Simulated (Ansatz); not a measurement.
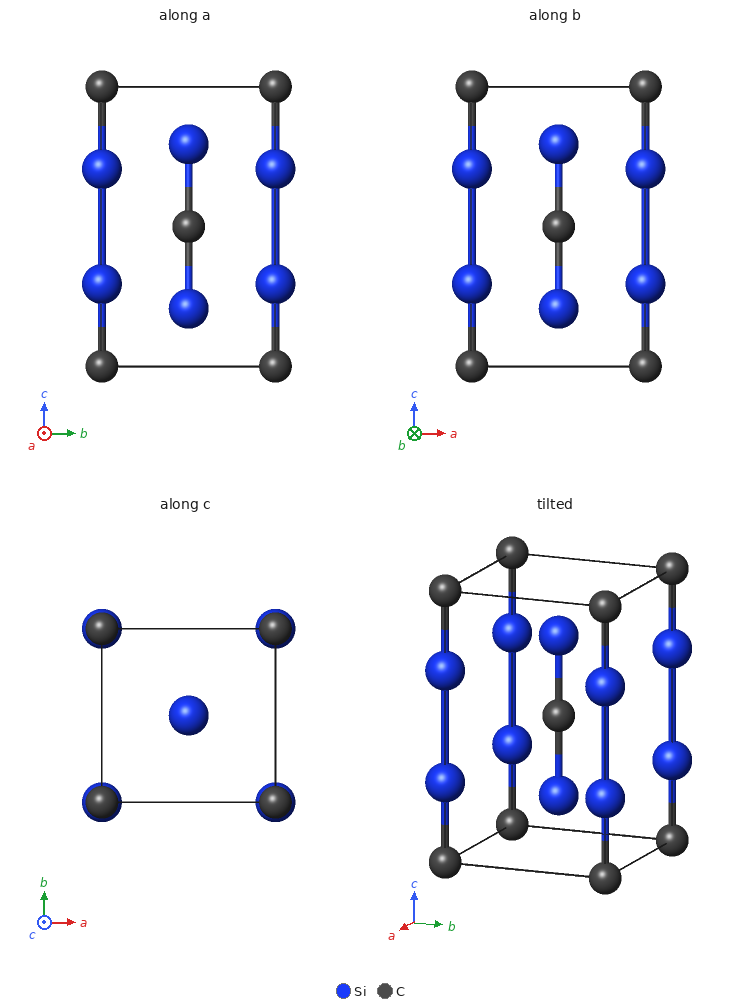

Ball-and-stick representation of a periodic structure, projected along the a axis, along the b axis, along the c axis and slightly off an axis. The parallelepiped is the conventional unit cell.

Lattice parameters: a = 3.7586 Å, b = 3.7586 Å, c = 6.0528 Å, α = 90.000°, β = 90.000°, γ = 90.000°.

### Transcribe the picture into a CIF in P1 with every atom of the cell, with free fractional coordinates to two decimals.

```cif
data_structure
_symmetry_space_group_name_H-M 'P 1'
_symmetry_Int_Tables_number 1
_cell_length_a 3.7586
_cell_length_b 3.7586
_cell_length_c 6.0528
_cell_angle_alpha 90.000
_cell_angle_beta 90.000
_cell_angle_gamma 90.000
_cell_volume 85.51
loop_
_atom_site_label
_atom_site_type_symbol
_atom_site_fract_x
_atom_site_fract_y
_atom_site_fract_z
_atom_site_occupancy
Si1 Si 0.50 0.50 0.21 1
Si2 Si 0.00 0.00 0.29 1
C1 C 0.00 0.00 0.00 1
Si3 Si 0.00 0.00 0.71 1
Si4 Si 0.50 0.50 0.79 1
C2 C 0.50 0.50 0.50 1
```

Starting structure: a textbook structure type filled with these elements (whether it is the usual form wasn't checked). Earlier steps of the study may have refined or changed the cell and positions. It was run through Ansatz as a DFT input.
